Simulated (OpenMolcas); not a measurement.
# GeNH4Cl (SMILES [NH2][GeH2][Cl]), step by step

Wanted: the energy (HF/ANO-R0), then the energy (CASSCF(2,2)/ANO-R1), then an energy scan (CASPT2(2,2)/ANO-R1), then the energy along one coordinate (SC-NEVPT2(2,2)/ANO-R1), then an energy scan (MC-PDFT[tPBE](2,2)/ANO-R1) of GeNH4Cl. 

The results are computed with OpenMolcas 26.06.

### 1 The structure to begin with

The species is GeNH4Cl (7 atoms), meant as a singlet with charge 0. SMILES: `[NH2][GeH2][Cl]`. The coordinates come from a PBE0-D4/def2-TZVP relaxation. This is one conformer, not always the lowest.

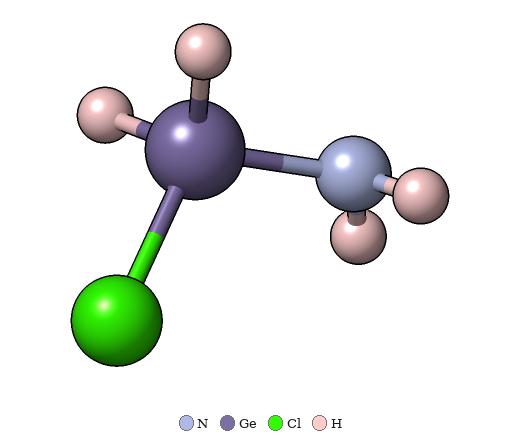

The structure, seen from a chosen angle (nitrogen light blue, germanium purple, chlorine green, hydrogen pink).

### 2 A single-point energy at HF/ANO-R0 (sfX2C) (run 1)

The input, input.xyz:

```xyz
7

N     -0.792900     0.515500    -0.722700
Ge     0.579900     0.003300     0.353200
Cl     0.394500    -2.054600     1.034500
H     -1.700900     0.526800    -0.279600
H     -0.858900     0.014700    -1.597700
H      0.559300     0.864900     1.617200
H      1.880200     0.061300    -0.450600
```

The input, step1.inp:

```
* ClGeH4N Hartree-Fock

&GATEWAY
 Coord=input.xyz
 Basis=ANO-R0
 Group=NoSym

&SEWARD

&SCF
 PrOrbitals=0

&LOCALISATION
 Occupied
 Freeze
 Pipek-Mezey

&LOCALISATION
 FileOrb=$Project.LocOrb
 Virtual
 Pipek-Mezey
```

Command:

```sh
$ export MOLCAS_MEM=1860
$ pymolcas step1.inp > step1.log
```

What it wrote:

```text
--- Start Module: gateway ---
[...]
--- Stop Module: gateway /rc=_RC_ALL_IS_WELL_ ---
[...]
      Basis functions           36
[...]
       Convergence after  11 Iterations
[...]
::    Total SCF energy                              -2614.4002806855
[...]
      Total spin, S                                     0.0000000000
[...]
      Total electronic charge=   60.000000
      Total            charge=   -0.000000
[...]
      Dipole Moment (debye):
      Origin of the operator (angstrom)=    0.3580   -0.4956    0.4053
                   X= -1.8522E+00               Y= -3.3640E-03               Z= -1.1823E+00           Total=  2.1974E+00
      Quadrupole Moment (debye*angstrom):
[...]
--- Start Module: localisation ---
[...]
--- Stop Module: localisation /rc=_RC_ALL_IS_WELL_ ---
--- Start Module: localisation ---
[...]
--- Stop Module: localisation /rc=_RC_ALL_IS_WELL_ ---
[...]
```

Run time: 6.6 s. Hardware: 1 thread of Intel Xeon Platinum 8259CL at 2.50GHz (Skylake/Cascade Lake), shared host; peak memory 0.41 GiB.

### 3 The energy at CASSCF(2,2)/ANO-R1 (sfX2C, RICD fitting) (run 2)

input.xyz is that of step 2.

The input, step2.input:

```
&GATEWAY
  Coord = input.xyz
  Basis = ANO-R0
  Group = NoSym

&SEWARD

&RASSCF
  FileOrb = $CurrDir/step1.LocOrb
  Alter = 1
  1 23 30
  Spin = 1
  Nactel = 2 0 0
  Inactive = 29
  Ras2 = 2
  OrbListing = Nothing
>>> COPY $Project.RunFile RUNFIL1
>>> COPY $Project.RasOrb INPORB

&GATEWAY
  Coord = input.xyz
  Basis = ANO-R1
  Group = NoSym
  RICD

&SEWARD
>>> COPY $Project.RunFile RUNFIL2

&EXPBAS

&RASSCF
  FileOrb = $Project.ExpOrb
  Spin = 1
  Nactel = 2 0 0
  Inactive = 29
  Ras2 = 2
  OrbListing = Nothing
  OrbAppear = Compact
```

Command:

```sh
$ export MOLCAS_MEM=1860
$ pymolcas step2.input > step2.log
```

What it wrote:

```text
--- Start Module: gateway ---
[...]
      Basis functions           36
[...]
      Number of active orbitals                  2
[...]
      Spin quantum number                      0.0
[...]
      Active orbitals                            2
[...]
      Number of CSFs                             3
[...]
      Number of root(s) required                 1
[...]
      Convergence after 10 iterations
[...]
      printout of CI-coefficients larger than  0.05 for root  1
      energy=   -2614.407201
      conf/sym  11     Coeff  Weight
             1  20   0.99590 0.99181
             3  02  -0.09049 0.00819
      Natural orbitals and occupation numbers for root  1
      sym 1:   1.983623   0.016377
      ************************************************************************************************************************
      *                                                    Final results                                                     *
[...]
::    RASSCF root number  1 Total energy:  -2614.40720099
[...]
      Basis functions           91
[...]
      Convergence after 12 iterations
[...]
      Natural orbitals and occupation numbers for root  1
      sym 1:   1.978794   0.021206
      ************************************************************************************************************************
      *                                                    Final results                                                     *
[...]
::    RASSCF root number  1 Total energy:  -2614.97327434
[...]
      Total electronic charge=   60.000000
      Total            charge=   -0.000000
[...]
      Dipole Moment (debye):
      Origin of the operator (angstrom)=    0.3580   -0.4956    0.4053
                   X= -5.3390E-01               Y=  1.4174E+00               Z= -8.0933E-01           Total=  1.7173E+00
      Quadrupole Moment (debye*angstrom):
[...]
```

Run time: 26 s. Hardware: 1 thread of Intel Xeon Platinum 8259CL at 2.50GHz (Skylake/Cascade Lake), shared host; peak memory 0.41 GiB.

### 4 The energy along one coordinate at CASPT2(2,2)/ANO-R1 (sfX2C, RICD fitting, ipea shift 0.25 Eh, pt2 variant SS) (run 3)

The input, step3.inp:

```
* ClGeH4N CASPT2
>>> COPY $CurrDir/step2.RasOrb $Project.RasOrb
>>> ForEach K in (1, 2, 3, 4, 5, 6, 7, 8, 9)

&GATEWAY
  COORD = $CurrDir/point$K.xyz
  BASIS = ANO-R1
  GROUP = NoSym
  RICD

&SEWARD

&RASSCF
  FILEORB = $Project.RasOrb
  SPIN = 1
  NACTEL = 2 0 0
  INACTIVE = 29
  RAS2 = 2
  ORBLISTING = Nothing
  ORBAPPEAR = Compact

&CASPT2
  IMAGINARY = 0.2
  FROZEN = 15
>>> EndDo
```

Command:

```sh
$ export MOLCAS_MEM=1860
$ pymolcas step3.inp > step3.log
```

What it wrote:

```text
[...]
      Basis functions           91
[...]
      Number of active orbitals                  2
[...]
      Spin quantum number                      0.0
[...]
      Active orbitals                            2
[...]
      Number of CSFs                             3
[...]
      Number of root(s) required                 1
[...]
      Convergence after 10 iterations
[...]
      printout of CI-coefficients larger than  0.05 for root  1
      energy=   -2614.963281
      conf/sym  11     Coeff  Weight
             1  20   0.99630 0.99262
             3  02  -0.08594 0.00738
      Natural orbitals and occupation numbers for root  1
      sym 1:   1.985230   0.014770
      ************************************************************************************************************************
      *                                                    Final results                                                     *
[...]
::    RASSCF root number  1 Total energy:  -2614.96328120
[...]
::    CASPT2 Root  1     Total energy:  -2615.75371559
[...]
      Convergence after 10 iterations
[...]
      Natural orbitals and occupation numbers for root  1
      sym 1:   1.978787   0.021213
      ************************************************************************************************************************
      *                                                    Final results                                                     *
[...]
      Convergence after  9 iterations
[...]
      Convergence after 13 iterations
[...]
      Convergence after  9 iterations
[...]
::    RASSCF root number  1 Total energy:  -2614.84556414
[...]
::    CASPT2 Root  1     Total energy:  -2615.62378309
[...]
      Convergence after  9 iterations
[...]
::    RASSCF root number  1 Total energy:  -2614.84240430
[...]
      Reference weight:           0.84468
[...]
::    CASPT2 Root  1     Total energy:  -2615.62011489
[...]
```

Run time: 2.8 min. Hardware: 1 thread of Intel Xeon Platinum 8259CL at 2.50GHz (Skylake/Cascade Lake), shared host; peak memory 0.16 GiB.

The scan, from its lowest point:

| H6–Ge2 (Å) | energy (kJ/mol) |
| --- | --- |
| 1.377 | 19.5 |
| 1.530 | 0.0 |
| 1.683 | 19.8 |
| 1.912 | 80.2 |
| 2.218 | 171.2 |
| 2.601 | 263.3 |
| 3.060 | 328.1 |
| 3.672 | 360.6 |
| 4.590 | 370.3 |

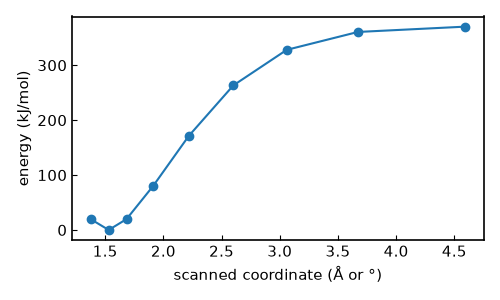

Energy along the scan.

### 5 The energy along one coordinate at SC-NEVPT2(2,2)/ANO-R1 (sfX2C, RICD fitting, pt2 variant SC-NEVPT2) (run 4)

The input, step4.input:

```
>>> COPY $CurrDir/step2.RasOrb $Project.RasOrb
>>> ForEach K in (1, 2, 3, 4, 5, 6, 7, 8, 9)

&gateway
 coord = $CurrDir/point$K.xyz
 basis = ANO-R1
 group = NoSym
 ricd

&seward

&rasscf
 fileorb = $Project.RasOrb
 spin = 1
 nactel = 2 0 0
 inactive = 29
 ras2 = 2
 orblisting = Nothing
 orbappear = Compact

&caspt2
 sc-nevpt2
 frozen = 15
>>> EndDo
```

Command:

```sh
$ export MOLCAS_MEM=1860
$ pymolcas step4.input > step4.log
```

What it wrote:

```text
--- Start Module: gateway ---
[...]
      Basis functions           91
[...]
      Number of active orbitals                  2
[...]
      Spin quantum number                      0.0
[...]
      Active orbitals                            2
[...]
      Number of CSFs                             3
[...]
      Number of root(s) required                 1
[...]
      Convergence after 10 iterations
[...]
      printout of CI-coefficients larger than  0.05 for root  1
      energy=   -2614.963281
      conf/sym  11     Coeff  Weight
             1  20   0.99630 0.99262
             3  02  -0.08594 0.00738
      Natural orbitals and occupation numbers for root  1
      sym 1:   1.985230   0.014770
      ************************************************************************************************************************
      *                                                    Final results                                                     *
[...]
::    RASSCF root number  1 Total energy:  -2614.96328120
[...]
::    SC-NEVPT2 Root  1     Total energy:  -2615.74739465
[...]
      Convergence after 10 iterations
[...]
      Natural orbitals and occupation numbers for root  1
      sym 1:   1.978787   0.021213
      ************************************************************************************************************************
      *                                                    Final results                                                     *
[...]
      Convergence after  9 iterations
[...]
      Convergence after 13 iterations
[...]
      Convergence after  9 iterations
[...]
::    RASSCF root number  1 Total energy:  -2614.84556414
[...]
::    SC-NEVPT2 Root  1     Total energy:  -2615.62201477
[...]
      Convergence after  9 iterations
[...]
::    RASSCF root number  1 Total energy:  -2614.84240430
[...]
::    SC-NEVPT2 Root  1     Total energy:  -2615.61858485
[...]
```

Run time: 2.7 min. Hardware: 1 thread of Intel Xeon Platinum 8259CL at 2.50GHz (Skylake/Cascade Lake), shared host; peak memory 0.16 GiB.

The scan, from its lowest point:

| H6–Ge2 (Å) | energy (kJ/mol) |
| --- | --- |
| 1.377 | 21.7 |
| 1.530 | 0.0 |
| 1.683 | 18.0 |
| 1.912 | 76.6 |
| 2.218 | 165.9 |
| 2.601 | 256.6 |
| 3.060 | 319.9 |
| 3.672 | 350.9 |
| 4.590 | 359.9 |

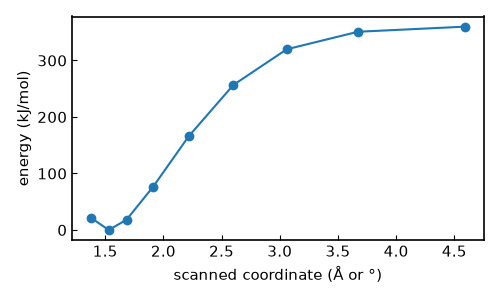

Energy along the scan.

### 6 An energy scan at MC-PDFT[tPBE](2,2)/ANO-R1 (sfX2C, RICD fitting) (run 5)

The input, step5.input:

```
>>> EXPORT MOLCAS_PRINT=2
>>> COPY $CurrDir/step2.RasOrb $Project.RasOrb
>>> ForEach K in (1, 2, 3, 4, 5, 6, 7, 8, 9)

&GATEWAY
 Coord=$CurrDir/point$K.xyz
 Basis=ANO-R1
 Group=NoSym
 RICD

&SEWARD

&RASSCF
 FileOrb=$Project.RasOrb
 Spin=1
 Nactel=2 0 0
 Inactive=29
 Ras2=2
 OrbListing=Nothing
 OrbAppear=Compact

&MCPDFT
 KSDFT=T:PBE
>>> EndDo
```

Command:

```sh
$ export MOLCAS_MEM=1860
$ pymolcas step5.input > step5.log
```

What it wrote:

```text
--- Start Module: gateway ---
[...]
      Basis functions           91
[...]
      Number of active orbitals                  2
[...]
      Spin quantum number                      0.0
[...]
      Active orbitals                            2
[...]
      Number of CSFs                             3
[...]
      Number of root(s) required                 1
[...]
      Convergence after 10 iterations
[...]
      printout of CI-coefficients larger than  0.05 for root  1
      energy=   -2614.963281
      conf/sym  11     Coeff  Weight
             1  20   0.99630 0.99262
             3  02  -0.08594 0.00738
      Natural orbitals and occupation numbers for root  1
      sym 1:   1.985230   0.014770
      ************************************************************************************************************************
      *                                                    Final results                                                     *
[...]
::    RASSCF root number  1 Total energy:  -2614.96328120
[...]
::    MCPDFT root number  1 Total energy:  -2617.15413316
[...]
      Convergence after 10 iterations
[...]
      Natural orbitals and occupation numbers for root  1
      sym 1:   1.978787   0.021213
      ************************************************************************************************************************
      *                                                    Final results                                                     *
[...]
      Convergence after  9 iterations
[...]
      Convergence after 13 iterations
[...]
      Convergence after  9 iterations
[...]
::    RASSCF root number  1 Total energy:  -2614.84556414
[...]
::    MCPDFT root number  1 Total energy:  -2617.02513832
[...]
      Convergence after  9 iterations
[...]
::    RASSCF root number  1 Total energy:  -2614.84240430
[...]
::    MCPDFT root number  1 Total energy:  -2617.02237173
[...]
```

Wall time 2.8 min (1 thread of Intel Xeon Platinum 8259CL at 2.50GHz (Skylake/Cascade Lake), shared host); peak memory 0.16 GiB.

The scan, from its lowest point:

| H6–Ge2 (Å) | energy (kJ/mol) |
| --- | --- |
| 1.377 | 23.6 |
| 1.530 | 0.0 |
| 1.683 | 15.8 |
| 1.912 | 71.8 |
| 2.218 | 160.7 |
| 2.601 | 255.9 |
| 3.060 | 327.3 |
| 3.672 | 362.3 |
| 4.590 | 369.6 |

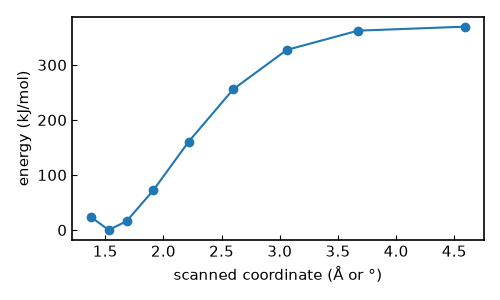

Energy along the scan.

### 7 Outcome

```
                                                   quantity           value
                             run 1, HF/ANO-R0: total energy  -2614.40028 Eh
                            run 1, HF/ANO-R0: dipole moment          2.20 D
                              run 1, HF/ANO-R0: HOMO energy       -11.51 eV
                              run 1, HF/ANO-R0: LUMO energy         2.66 eV
                            run 1, HF/ANO-R0: HOMO–LUMO gap        14.17 eV
                    run 2, CASSCF(2,2)/ANO-R1: total energy  -2614.97327 Eh
  run 2, CASSCF(2,2)/ANO-R1: dipole moment (CASSCF density)          1.72 D
       run 3, CASPT2(2,2)/ANO-R1: lowest energy of the scan  -2615.76114 Eh
    run 4, SC-NEVPT2(2,2)/ANO-R1: lowest energy of the scan  -2615.75566 Eh
run 5, MC-PDFT[tPBE](2,2)/ANO-R1: lowest energy of the scan  -2617.16313 Eh
```
